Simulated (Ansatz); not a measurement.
**Run report: SiHCl3, geometry relaxation**

SiHCl3, SMILES Cl[SiH](Cl)Cl, computed with RKS PBE0-D4/def2-TZVP (Ansatz 0.2.0).

The geometry: GFN2-xTB start. Figures and captions count atoms from 1; the log counts them from 0 in places.

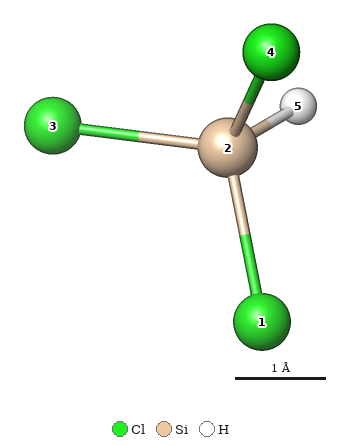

**Figure 1.** The structure as given in the input (ball-and-stick view, seen at a tilt; atoms are numbered from 1 in the order of the input). Bond lengths as drawn: Cl–Si 2.01 Å and H–Si 1.45 Å.

## The input
```yaml
crystal:
  periodic: [false, false, false]
  atoms:
    - {symbol: Cl, position_ang: [1.673560, -0.567090, 0.885730]}
    - {symbol: Si, position_ang: [-0.079730, -0.011930, 0.073790]}
    - {symbol: Cl, position_ang: [0.015610, 1.916920, -0.485430]}
    - {symbol: Cl, position_ang: [-0.473560, -1.160600, -1.528280]}
    - {symbol: H, position_ang: [-1.135880, -0.177300, 1.054190]}
basis:
  gaussian: {orbitals: def2-TZVP}
hamiltonian: {xc: pbe0, dispersion: d4}
relax: {f_tol: 0.005, max_steps: 150}
```

Command:
```bash
ansatz run in.yaml --threads 4 --pin off --events-out ev --progress --plain --max-ram 10444MiB
```

## What the program printed
```
Functional definition: PBE0
  name "PBE0"
  cite "Adamo & Barone, J. Chem. Phys. 110, 6158 (1999) doi:10.1063/1.478522"
  cite "Perdew, Burke & Ernzerhof, Phys. Rev. Lett. 77, 3865 (1996) doi:10.1103/PhysRevLett.77.3865"
  parent pbe
  parameter a = 0.25
  parameter kappa = 0.804
  parameter beta = 0.06672455060314922
  exchange = (1 - a)*pbe_x(kappa = kappa, mu = beta*pi^2/3) + a*exact_x
  correlation = pbe_c(beta = beta)
1116 factors; their error is unknown
mean field evaluation 1: about -45451.3156 eV, gradient 1.5e1 eV
mean field evaluation 2: about -45451.5924 eV, gradient 1.1e1 eV
mean field evaluation 4: about -45451.7866 eV, gradient 4.5e-1 eV
mean field evaluation 8: about -45451.9320 eV, gradient 1.3e-1 eV
mean field -45451.93205324 eV, -1670.3276945305 hartree, gradient 4.9e-5 eV, S^2 0.000000; 0 other end points of the search recorded, 0 dependent functions left out
the calculation of the forces begins
reference -45451.93208095 eV, -1670.3276955487 hartree; 33, 33 occupied and 121, 121 virtual orbitals, 1116 factors
relax step   1: F+E_penalty+E_count = -45452.09208236 eV  Δ(F+E_penalty+E_count) = +0.000e0 eV  max|allowed force component| = 4.177e-1 eV/Å  Δτ_max = 0.0000 Å  (22 SCF iters, accepted)
these checks for a lower state are left out or cut short: starts, cluster_reference, orbital_swaps, neighbouring_geometries, increment
1116 factors; their error is unknown
mean field evaluation 16: about -45451.8033 eV, gradient 6.4e-3 eV
mean field -45451.94847285 eV, -1670.3282979401 hartree, gradient 6.0e-5 eV, S^2 0.000000; 0 other end points of the search recorded, 0 dependent functions left out
the calculation of the forces begins
reference -45451.94850070 eV, -1670.3282989635 hartree; 33, 33 occupied and 121, 121 virtual orbitals, 1116 factors
relax step   2: F+E_penalty+E_count = -45452.10753574 eV  Δ(F+E_penalty+E_count) = -1.545e-2 eV  max|allowed force component| = 9.304e-2 eV/Å  Δτ_max = 0.0223 Å  (24 SCF iters, accepted)
these checks for a lower state are left out or cut short: starts, cluster_reference, orbital_swaps, neighbouring_geometries, increment
1116 factors; their error is unknown
mean field -45451.94879960 eV, -1670.3283099479 hartree, gradient 5.9e-5 eV, S^2 0.000000; 0 other end points of the search recorded, 0 dependent functions left out
the calculation of the forces begins
reference -45451.94882744 eV, -1670.3283109710 hartree; 33, 33 occupied and 121, 121 virtual orbitals, 1116 factors
relax step   3: F+E_penalty+E_count = -45452.10809985 eV  Δ(F+E_penalty+E_count) = -5.641e-4 eV  max|allowed force component| = 2.805e-2 eV/Å  Δτ_max = 0.0068 Å  (25 SCF iters, accepted)
these checks for a lower state are left out or cut short: starts, cluster_reference, orbital_swaps, neighbouring_geometries, increment
1116 factors; their error is unknown
mean field -45451.94886890 eV, -1670.3283124946 hartree, gradient 7.6e-6 eV, S^2 0.000000; 0 other end points of the search recorded, 0 dependent functions left out
the calculation of the forces begins
reference -45451.94889674 eV, -1670.3283135177 hartree; 33, 33 occupied and 121, 121 virtual orbitals, 1116 factors
relax step   4: F+E_penalty+E_count = -45452.10814278 eV  Δ(F+E_penalty+E_count) = -4.293e-5 eV  max|allowed force component| = 1.179e-3 eV/Å  Δτ_max = 0.0019 Å  (22 SCF iters, accepted)
1116 factors; their error is unknown
mean field evaluation 32: about -45451.9489 eV, gradient 7.8e-6 eV
```

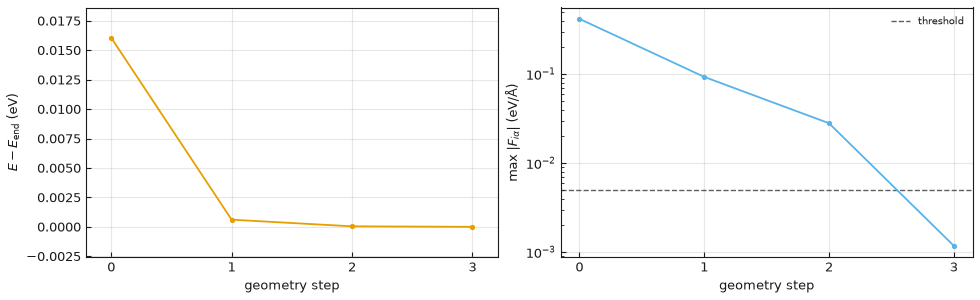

**Figure 2.** Progress of the relaxation, step by step (the first geometry is step 0 here and step 1 in the log).

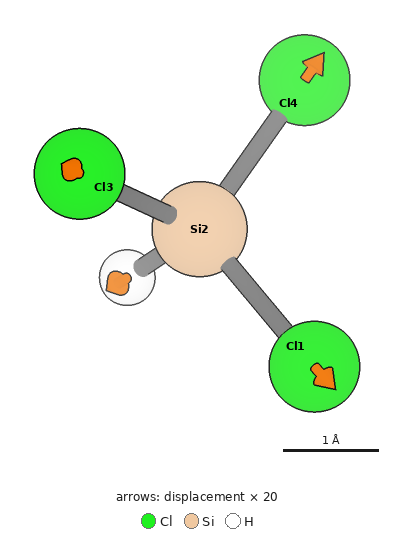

**Figure 3.** The starting structure with the displacements as orange arrows, magnified 20 times (ball-and-stick view, seen at a tilt). The two geometries are laid on each other by the best rigid fit. The largest move after the best rigid fit is that of H5, 0.021 Å. Largest moves by element: H 0.021 Å, Cl 0.019 Å, Si 0.002 Å. Distances before and after: Cl1–Si2 2.010 → 2.030 Å, Si2–H5 1.451 → 1.469 Å. After 3 geometry steps the energy has fallen by 0.016 eV. The largest force component goes from 0.42 to 0.0012 eV/Å. (Atoms are counted from 1 in the order of the input.)

```
mean field -45451.94886890 eV, -1670.3283124946 hartree, gradient 7.8e-6 eV, S^2 0.000000; 1 other end points of the search recorded, 0 dependent functions left out
the calculation of the forces begins
reference -45451.94889674 eV, -1670.3283135177 hartree; 33, 33 occupied and 121, 121 virtual orbitals, 1116 factors
Total energy: -45452.10817061 eV, -1670.3341667247 hartree
Atom 0 at     1.690927    -0.571428     0.891884 Å, force    -0.000088    -0.000213     0.000201 eV/Å
Atom 1 at    -0.081299    -0.012690     0.075438 Å, force     0.001179     0.000059    -0.001039 eV/Å
Atom 2 at     0.017704     1.933698    -0.491290 Å, force     0.000015     0.000970    -0.000246 eV/Å
Atom 3 at    -0.476020    -1.170517    -1.544185 Å, force    -0.000160    -0.000254     0.000099 eV/Å
Atom 4 at    -1.151313    -0.179062     1.068153 Å, force    -0.000946    -0.000562     0.000984 eV/Å
Dipole moment:    -0.117896    -0.018370     0.109386 e Å
```

## Trajectory as extended XYZ (Å, eV, eV/Å), 4 frames, from step=1 to step=4
```
5
Properties=species:S:1:pos:R:3:forces:R:3 step=1 energy=-45452.09208
Cl    1.6736   -0.5671    0.8857    0.3860  -0.1197   0.1796
Si   -0.0797   -0.0119    0.0738   -0.0370  -0.0060   0.0363
Cl    0.0156    1.9169   -0.4854    0.0195   0.4177  -0.1199
Cl   -0.4736   -1.1606   -1.5283   -0.0887  -0.2518  -0.3541
H    -1.1359   -0.1773    1.0542   -0.2797  -0.0402   0.2580
5
Properties=species:S:1:pos:R:3:forces:R:3 step=2 energy=-45452.10754
Cl    1.6924   -0.5727    0.8962   -0.0537   0.0191  -0.0378
Si   -0.0808   -0.0130    0.0751    0.0930   0.0163  -0.0865
Cl    0.0154    1.9371   -0.4901    0.0061  -0.0627   0.0099
Cl   -0.4797   -1.1732   -1.5456    0.0240   0.0404   0.0492
H    -1.1473   -0.1782    1.0644   -0.0695  -0.0131   0.0652
5
Properties=species:S:1:pos:R:3:forces:R:3 step=3 energy=-45452.10810
Cl    1.6910   -0.5713    0.8905   -0.0051   0.0001   0.0063
Si   -0.0827   -0.0126    0.0767    0.0281   0.0029  -0.0255
Cl    0.0186    1.9334   -0.4920   -0.0062  -0.0024   0.0061
Cl   -0.4747   -1.1700   -1.5442   -0.0069  -0.0004   0.0043
H    -1.1522   -0.1794    1.0690   -0.0099  -0.0002   0.0088
5
Properties=species:S:1:pos:R:3:forces:R:3 step=4 energy=-45452.10814
Cl    1.6909   -0.5714    0.8919   -0.0001  -0.0002   0.0002
Si   -0.0813   -0.0127    0.0754    0.0012   0.0001  -0.0010
Cl    0.0177    1.9337   -0.4913    0.0000   0.0010  -0.0002
Cl   -0.4760   -1.1705   -1.5442   -0.0002  -0.0003   0.0001
H    -1.1513   -0.1791    1.0682   -0.0009  -0.0006   0.0010
```

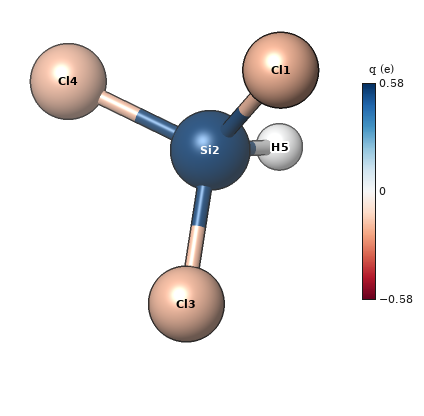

**Figure 4.** Mulliken charges, as the colour of each atom (ball-and-stick view, seen at a tilt; atoms are numbered from 1 in the order of the input). By element: Cl −0.19, Si +0.55 and H +0.01 e.

## Results in brief

| quantity | value |
| --- | --- |
| outcome | converged |
| total energy | −45452.1082 eV |
| mean-field energy | −45451.9489 eV |
| dispersion energy | −0.1593 eV |
| SCF solution under orbital rotations | stable |
| largest force (length of the vector) at the end | 0.002 eV/Å |
| dipole moment | 0.78 D |
| hardware | 4 threads of Arm Neoverse V2, 23 GiB of memory available, shared host |
| wall time | 6.5 s (CPU time 24 s) |
| peak memory | 0.39 GiB |
